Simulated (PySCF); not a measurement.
Scan of H₂Cu, doublet: collinear Cu-H-H surface. Scanned: Cu-H distance and H-H distance.

Cartesian coordinates as functions of the variables (Å; names that start with a are angles):
```
Cu  0  0  -r1
H  0  0  0
H  0  0  r2
```

Calculation: unrestricted wB97X-V/def2-TZVP run with PySCF.

Energy in mEh above the lowest grid point; x is the Cu-H distance (Å), y the H-H distance (Å).

| y \ x | 1.24 | 1.34 | 1.46 | 1.58 | 1.71 | 1.85 | 2.01 | 2.19 | 2.41 | 2.70 | 3.07 | 3.58 | 4.23 |
|---|---|---|---|---|---|---|---|---|---|---|---|---|---|
| 2.15 | 95.8 | 80.4 | 73.9 | 75.2 | 81.7 | 92.0 | 105.5 | 120.8 | 136.8 | 150.6 | 159.4 | 164.1 | 165.7 |
| 1.81 | 96.2 | 80.6 | 73.7 | 74.6 | 80.4 | 89.6 | 101.5 | 114.4 | 127.4 | 138.9 | 146.7 | 151.1 | 152.8 |
| 1.55 | 94.9 | 78.8 | 71.1 | 70.8 | 75.0 | 82.0 | 90.9 | 100.1 | 109.1 | 116.9 | 122.2 | 125.2 | 126.3 |
| 1.37 | 91.1 | 74.4 | 65.5 | 63.6 | 65.7 | 70.1 | 75.7 | 81.3 | 86.5 | 90.7 | 93.3 | 94.8 | 95.3 |
| 1.22 | 84.3 | 66.9 | 56.5 | 52.8 | 52.5 | 54.3 | 57.0 | 59.8 | 62.5 | 64.7 | 66.2 | 67.1 | 67.5 |
| 1.11 | 76.8 | 58.7 | 47.1 | 42.0 | 40.1 | 40.1 | 41.1 | 42.4 | 43.8 | 45.1 | 46.0 | 46.6 | 46.9 |
| 1.02 | 69.8 | 51.0 | 38.5 | 32.3 | 29.2 | 28.1 | 27.9 | 28.3 | 28.9 | 29.6 | 30.1 | 30.5 | 30.7 |
| 0.94 | 63.7 | 44.3 | 31.0 | 24.0 | 20.1 | 18.1 | 17.2 | 16.9 | 16.9 | 17.1 | 17.3 | 17.6 | 17.7 |
| 0.87 | 59.5 | 39.7 | 25.8 | 18.1 | 13.6 | 11.0 | 9.5 | 8.6 | 8.2 | 8.0 | 8.1 | 8.2 | 8.3 |
| 0.80 | 57.7 | 37.4 | 22.9 | 14.7 | 9.7 | 6.6 | 4.5 | 3.3 | 2.4 | 2.0 | 1.8 | 1.8 | 1.9 |
| 0.74 | 59.4 | 38.6 | 23.7 | 15.2 | 9.7 | 6.2 | 3.8 | 2.2 | 1.1 | 0.4 | 0.1 | 0.0 | 0.0 |
| 0.68 | 65.6 | 44.5 | 29.3 | 20.3 | 14.5 | 10.7 | 8.0 | 6.1 | 4.8 | 3.8 | 3.4 | 3.2 | 3.2 |
| 0.63 | 76.1 | 54.6 | 39.1 | 30.0 | 23.9 | 19.8 | 16.9 | 14.8 | 13.3 | 12.2 | 11.6 | 11.4 | 11.4 |

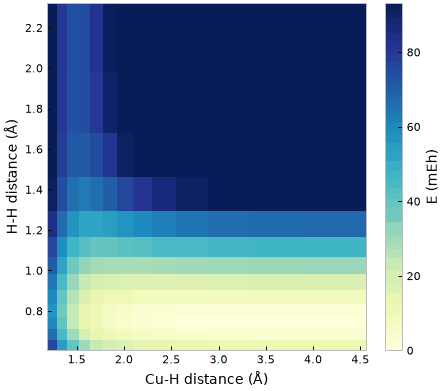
Energy surface, cut off at 93 mEh.

Points that lie below all their neighbours on the grid: x = 3.58, y = 0.74 (0.0 mEh).
